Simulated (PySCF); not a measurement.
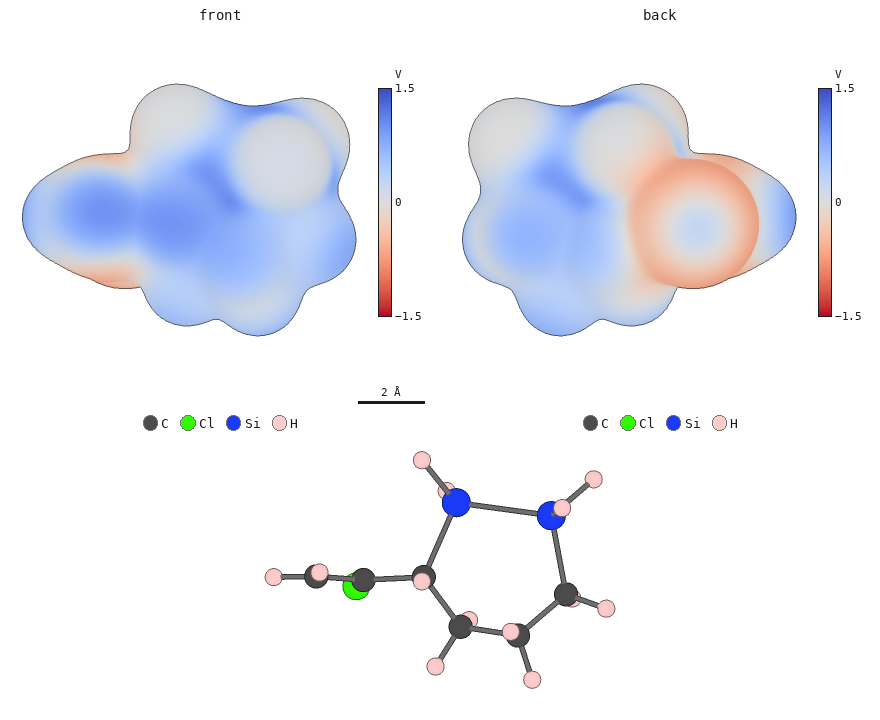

Figure. C₆H₁₃ClSi₂ (SMILES C=C(Cl)[C@H]1CCC[SiH2][SiH2]1). The molecular electrostatic potential painted on the density surface at 0.002 e/bohr³, seen from the front and from behind; the colour scale runs from red (negative) to blue (positive). The bare structure is drawn below in the same view.

Geometry: GFN2-xTB.

Level of theory: PySCF 2.14.0, PBE0/pcSseg-1, SCF density, gas phase, non-relativistic.

| atom | x (Å) | y (Å) | z (Å) |
| --- | --- | --- | --- |
| C | -3.3121 | 0.5592 | 0.6315 |
| C | -2.3096 | 0.2405 | -0.1712 |
| Cl | -2.6339 | -0.0244 | -1.8575 |
| C | -0.8803 | 0.1288 | 0.2122 |
| C | -0.2564 | -1.1863 | -0.2775 |
| C | 1.0819 | -1.5327 | 0.3808 |
| C | 2.2912 | -0.8065 | -0.2130 |
| Si | 2.2655 | 1.0813 | 0.0732 |
| Si | 0.0893 | 1.6718 | -0.4186 |
| H | -3.1388 | 0.7275 | 1.6798 |
| H | -4.3229 | 0.6624 | 0.2798 |
| H | -0.8496 | 0.1312 | 1.3071 |
| H | -0.1282 | -1.1578 | -1.3620 |
| H | -0.9615 | -1.9956 | -0.0591 |
| H | 1.2389 | -2.6104 | 0.2691 |
| H | 1.0205 | -1.3294 | 1.4537 |
| H | 2.3316 | -1.0165 | -1.2841 |
| H | 3.1974 | -1.2397 | 0.2146 |
| H | 2.6562 | 1.3378 | 1.4686 |
| H | 3.3042 | 1.6958 | -0.7620 |
| H | -0.4869 | 2.8302 | 0.2773 |
| H | -0.2068 | 1.8521 | -1.8438 |

Question: Describe the electrostatic potential map.

Answer: The most negative region (about −0.7 V) lies over Cl3, the most positive (about +1.0 V) over Si8, Si9, H10 and H12. Cl3 shows a σ-hole: about +0.3 V at the tip opposite its bond, against about −0.4 V on its flanks.

Question: What dipole moment does the calculation give?

Answer: Its dipole moment is 1.67 D.
